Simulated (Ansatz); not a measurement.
Mo (bcc, W type)

```xyz
2
Lattice="-3.1509 3.1509 3.1509 1.5754 -1.5754 1.5754 1.5754 1.5754 -1.5754" Properties=species:S:1:pos:R:3 pbc="T T T"
Mo     0.0000     0.0000     0.0000
Mo    -1.5754     1.5754     1.5754
```

A phonon eigenvector at N = (0.5, 0.0, 0.0) is frozen into this cell: atom i moves by Q times the vector below, so Q is the largest atomic displacement, in Å. The cell is held. (q is in reciprocal vectors of the primitive cell; the cell shown is doubled to hold the pattern.)

| atom | x | y | z |
|---|---|---|---|
| Mo1 | 1.000 | 0.000 | 0.000 |
| Mo2 | -1.000 | 0.000 | 0.000 |

Level of theory: r2SCAN (plane waves to 500 eV, PAW, scalar-relativistic; Ansatz, a first-principles code). k mesh 21×21×21 (Γ-centred), Fermi-Dirac smearing 0.05 eV. Energies are smeared free energies. With partly filled bands, energies and forces of such displacements shift with the k mesh and the smearing. Mo is run without spin polarisation. Mo was relaxed with its symmetry unable to fall. The PAW data are Ansatz's earlier set. ΔE is measured from the undisplaced structure.

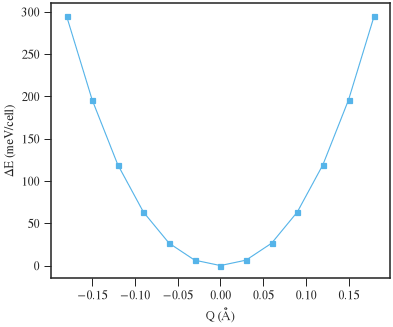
ΔE (meV/cell) against Q (Å); one marker a computed point.

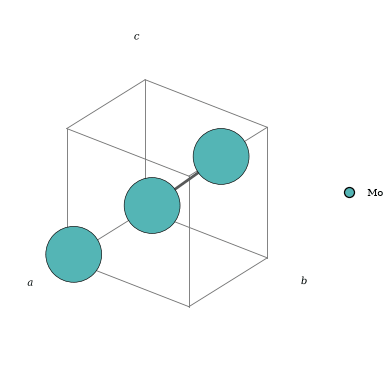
Figure. The cell of the calculation at Q = 0.180 Å.

The energy at Q = 0.180 Å comes out as 295 meV/cell. Harmonic wavenumber from the curvature (finite differences): 139 cm⁻¹. Wavenumber by perturbation theory (DFPT, on another k mesh): 125 cm⁻¹. Shape of the curve: a single well with its minimum at or next to zero displacement. Symmetry of the curve: even: the same for both signs.

E″ = 13.70 eV/Å², M = Σ mᵢ|uᵢ|² = 191.9 u, ν̃ = 521.5·√(|E″|/M).

(For displaced atoms, the force is minus the slope of the energy, and its curvature is a force constant, which sets phonon frequencies.)
